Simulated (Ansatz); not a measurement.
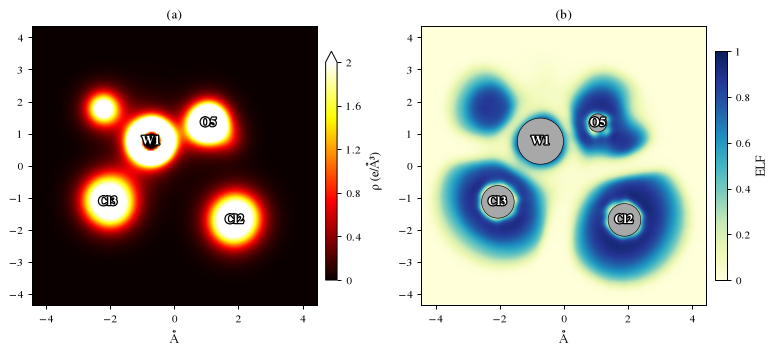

*Cl3FH2OW···HCl. (a) electron density; (b) electron localisation function on the plane of atoms Cl3, W1 and O5. Grey discs cover the atomic cores in the ELF map.*

Core potentials replace the inner electrons of W; not at a stationary point (largest force 0.9 eV/Å).

These are results of RKS PBE/def2-SVP in Ansatz 0.2.0, not measurements.

Input file:

```
crystal:
  periodic: [false, false, false]
  atoms:
    - { symbol: W, position_ang: [0.0, 0.0, 0.0] }
    - { symbol: Cl, position_ang: [0.0, 0.0, 2.74] }
    - { symbol: Cl, position_ang: [2.39, 0.0, 0.0] }
    - { symbol: Cl, position_ang: [0.0, 2.39, 0.0] }
    - { symbol: O, position_ang: [-1.94, 0.0, 0.0] }
    - { symbol: H, position_ang: [-2.2771, -0.1263, 0.9437] }
    - { symbol: Cl, position_ang: [0.0, -2.39, 0.0] }
    - { symbol: F, position_ang: [0.0, 0.0, -1.85] }
    - { symbol: H, position_ang: [1.3275, 1.3829, 0.637] }
    - { symbol: H, position_ang: [1.114, 1.1605, 1.6422] }
basis:
  gaussian: { orbitals: def2-SVP }
hamiltonian:
  xc: pbe
relax:
  f_tol: 0.15
  max_steps: 25
  restrain:
    - { distance: [0, 8], at: 1.72, k: 30.0 }
    - { distance: [9, 1], at: 1.37, k: 30.0 }
    - { distance: [0, 1], at: 3.59, k: 30.0 }
    - { distance: [9, 8], at: 1.86, k: 30.0 }
output:
  orbitals: {}
```

Run with:

```sh
ansatz run input.yaml --threads 4 --pin off --max-ram 5120MiB --backend cpu --events-out ev --progress --plain --runs-dir out
```

The fields are those of the run's last geometry, not of the input's.

Q: Interpret the plot.

A:
- The plane passes through W, Cl and O nuclei.
- W–O (1.88 Å): the density is about 1.2 e/Å³ at the midpoint; the ELF peaks at about 0.85 in the valence shell of O, 0.5 Å from its nucleus, and drops to about 0.30 between the two atoms.
- W–Cl (2.31 Å): ρ is about 0.68 e/Å³ halfway; the ELF peaks at about 0.85 in the valence shell of Cl, 0.8 Å from its nucleus, and is about 0.40 at the midpoint.
- The ELF also peaks beside Cl2, away from the bonds: lone-pair regions.
